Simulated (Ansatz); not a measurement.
Single-point calculation, with input and output: Hg3 (charge −1)

- system: Hg3, charge −1, multiplicity 4
- method: UKS PBE0/def2-TZVPD (Ansatz 0.2.0)

The geometry comes from this level: r2SCAN/def2-TZVPD.

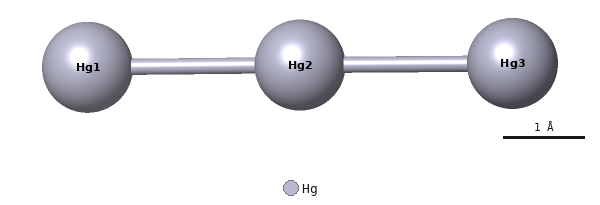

The input geometry (ball-and-stick view, seen on its broad side; atoms are numbered from 1 in the order of the input). Sticks mark near contacts. Bond lengths as drawn: Hg–Hg 2.65 Å.

## The input
```yaml
crystal:
  periodic: [false, false, false]
  atoms:
    - {symbol: Hg, position_ang: [2.591715, -0.550958, 0.146403]}
    - {symbol: Hg, position_ang: [-0.000142, -0.000123, 0.002629]}
    - {symbol: Hg, position_ang: [-2.591573, 0.551080, -0.149033]}
basis:
  gaussian: {orbitals: def2-TZVPD, initial_orbitals: start.molden}
total_charge: -1
magnetization: {spin_polarized: true, initial_magnetization: 3}
hamiltonian: {xc: pbe0}
scf: {omitted_lower_state_checks: [starts]}
output: {orbitals: {seedname: orbitals}}
```

Machine: 4 threads of Arm Neoverse V2, 23 GiB of memory available, shared host.

Launched with:
```bash
ansatz run in.yaml --threads 4 --pin off --events-out ev --progress --plain --max-ram 3916MiB
```

## The program's output
```
Functional definition: PBE0
  name "PBE0"
  cite "Adamo & Barone, J. Chem. Phys. 110, 6158 (1999) doi:10.1063/1.478522"
  cite "Perdew, Burke & Ernzerhof, Phys. Rev. Lett. 77, 3865 (1996) doi:10.1103/PhysRevLett.77.3865"
  parent pbe
  parameter a = 0.25
  parameter kappa = 0.804
  parameter beta = 0.06672455060314922
  exchange = (1 - a)*pbe_x(kappa = kappa, mu = beta*pi^2/3) + a*exact_x
  correlation = pbe_c(beta = beta)
these checks for a lower state are left out or cut short: starts
1353 factors; their error is unknown
mean field evaluation 1: about -12528.6945 eV, gradient 3.4e1 eV
mean field evaluation 2: about -12529.3797 eV, gradient 1.5e0 eV
mean field evaluation 4: about -12529.5014 eV, gradient 1.2e-3 eV
mean field evaluation 8: about -12529.5852 eV, gradient 5.0e-5 eV
mean field -12529.58518253 eV, -460.4537626002 hartree, gradient 2.6e-6 eV, S^2 3.761284; 0 other end points of the search recorded, 0 dependent functions left out
reference -12529.58520971 eV, -460.4537635990 hartree; 32, 29 occupied and 106, 109 virtual orbitals, 1353 factors
Total energy: -12529.58520971 eV, -460.4537635990 hartree
Checks for a lower state left out: starts
```

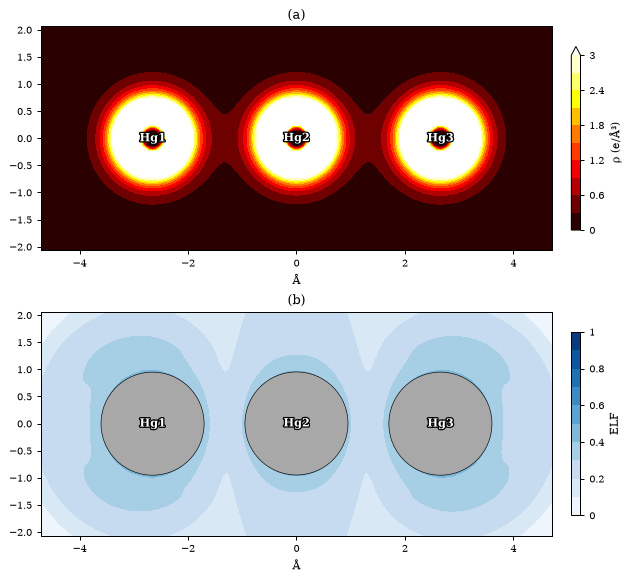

(a) total electron density; (b) ELF on a plane that holds the molecular axis. Grey discs, where drawn, cover atomic cores. Atoms in the plane: Hg. Hg–Hg (2.65 Å): ρ at the midpoint is about 0.39 e/Å³; the ELF is about 0.20 at the midpoint.

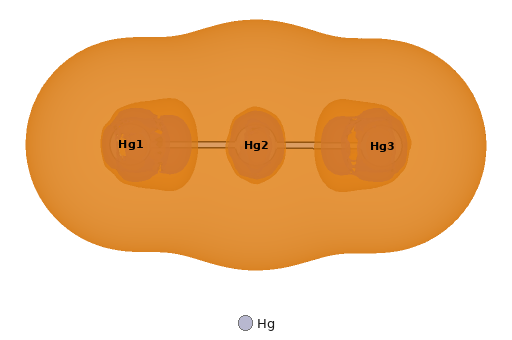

Isosurfaces of the spin density (α minus β) at +0.006 (orange) and −0.006 e/Å³ (purple), seen from the side. The unpaired spin (3 electrons) lies mostly on Hg2 (about 1.2), Hg1 (about 0.9) and Hg3 (about 0.9), in electrons by Hirshfeld's partition.

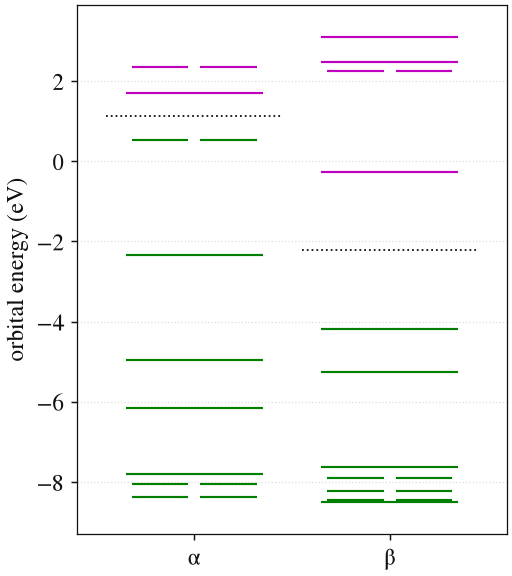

Orbital energies near the frontier for α and β spins; the dotted line parts filled from empty levels, and levels within 0.02 eV of each other stand side by side. α: highest filled 0.53 eV, lowest empty 1.71 eV, 1.18 eV apart; β: highest filled −4.18 eV, lowest empty −0.27 eV, 3.91 eV apart.

## Results in brief

```csv
quantity,value
outcome,converged
total energy,−12529.5852 eV
⟨S²⟩,3.761
SCF solution under orbital rotations,stable
HOMO (either spin),0.53 eV
LUMO (either spin),−0.27 eV
wall time,7 s (CPU time 26 s)
peak memory,0.71 GiB
```

## Remarks

The highest filled orbital lies above zero: either the extra electron isn't bound at this level, or the self-interaction error of the functional lifts the level.
